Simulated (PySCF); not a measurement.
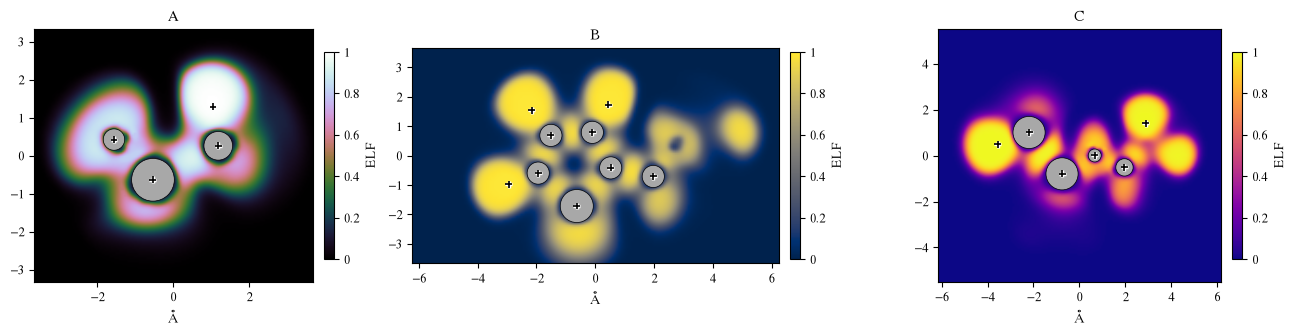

The ELF of 3 systems, each on a plane through atoms (crosses mark nuclei in the plane; grey discs cover the cores).

Computed with PBE0/pcSseg-1, SCF density, gas phase, non-relativistic (PySCF 2.14.0).

System 1: C2H12OSi3 (SMILES CCO[SiH]([SiH3])[SiH3]), the plane of atoms O3, Si4 and Si5. Geometry: GFN2-xTB.

```yaml
atoms:
  - { symbol: C, position_ang: [-2.8458, -0.2363, -0.1403] }
  - { symbol: C, position_ang: [-1.5642, -0.6802, 0.5472] }
  - { symbol: O, position_ang: [-0.5873, 0.3071, 0.4138] }
  - { symbol: Si, position_ang: [1.0338, 0.1707, 0.5559] }
  - { symbol: Si, position_ang: [1.6303, 2.3496, 0.1005] }
  - { symbol: Si, position_ang: [1.8309, -1.5476, -0.7902] }
  - { symbol: H, position_ang: [-3.1973, 0.6948, 0.2965] }
  - { symbol: H, position_ang: [-2.6593, -0.0738, -1.1988] }
  - { symbol: H, position_ang: [-3.6128, -0.9974, -0.0265] }
  - { symbol: H, position_ang: [-1.2061, -1.6204, 0.1076] }
  - { symbol: H, position_ang: [-1.7460, -0.8563, 1.6150] }
  - { symbol: H, position_ang: [1.3281, -0.2106, 1.9631] }
  - { symbol: H, position_ang: [0.9732, 3.3991, 0.8851] }
  - { symbol: H, position_ang: [3.0670, 2.4830, 0.3653] }
  - { symbol: H, position_ang: [1.4452, 2.7281, -1.3054] }
  - { symbol: H, position_ang: [1.1936, -2.8574, -0.5783] }
  - { symbol: H, position_ang: [3.2666, -1.7715, -0.6005] }
  - { symbol: H, position_ang: [1.6414, -1.2745, -2.2216] }
```

System 2: C6H8OSSi, the plane of atoms C2, C1 and C9. Geometry: GFN2-xTB.

```yaml
atoms:
  - { symbol: C, position_ang: [2.6325, 0.2481, 0.7576] }
  - { symbol: C, position_ang: [3.0218, -0.4558, -0.3318] }
  - { symbol: S, position_ang: [1.7222, -0.6956, -1.4415] }
  - { symbol: C, position_ang: [0.6323, 0.1718, -0.4053] }
  - { symbol: C, position_ang: [-0.7963, 0.3040, -0.7711] }
  - { symbol: O, position_ang: [-1.4732, 1.2938, 0.0141] }
  - { symbol: C, position_ang: [-2.4008, 0.5196, 0.7880] }
  - { symbol: Si, position_ang: [-1.9629, -1.1078, -0.1268] }
  - { symbol: C, position_ang: [1.2632, 0.6004, 0.7208] }
  - { symbol: H, position_ang: [3.2918, 0.5091, 1.5663] }
  - { symbol: H, position_ang: [3.9891, -0.8528, -0.5664] }
  - { symbol: H, position_ang: [-0.8878, 0.5516, -1.8351] }
  - { symbol: H, position_ang: [-2.1422, 0.5700, 1.8507] }
  - { symbol: H, position_ang: [-3.4094, 0.9236, 0.6670] }
  - { symbol: H, position_ang: [-2.9422, -1.5863, -1.0969] }
  - { symbol: H, position_ang: [-1.3116, -2.1484, 0.6610] }
  - { symbol: H, position_ang: [0.7666, 1.1665, 1.4877] }
```

System 3: CH3O2S (charge −1), the plane of atoms C1, S2 and O3. Geometry: GFN2-xTB, MD frame at 250 fs, 300 K.

| atom | x (Å) | y (Å) | z (Å) |
| --- | --- | --- | --- |
| C | -1.3907 | -0.1623 | 0.3625 |
| S | 0.4961 | -0.3363 | 0.7663 |
| O | 1.1173 | 0.9619 | 0.4469 |
| O | 0.7972 | -1.4828 | -0.2425 |
| H | -1.5486 | 0.7227 | -0.2155 |
| H | -1.9494 | -0.1324 | 1.2842 |
| H | -1.5988 | -1.0529 | -0.2427 |

### Which map belongs to which system?

Panel A is system 3, CH3O2S: the plane holds C, S, O and H. S–O (1.47 Å): the ELF peaks at about 0.80 between the atoms, as expected for a polar covalent bond. Panel B is system 2, C6H8OSSi: the plane holds C, S and H. C–C (1.35 Å): the ELF peaks at about 0.95 between the atoms; a covalent bond. Panel C is system 1, C2H12OSi3: the plane holds C, O, Si and H. C–O (1.40 Å): the ELF peaks at about 0.90 between the atoms: a polar covalent bond.
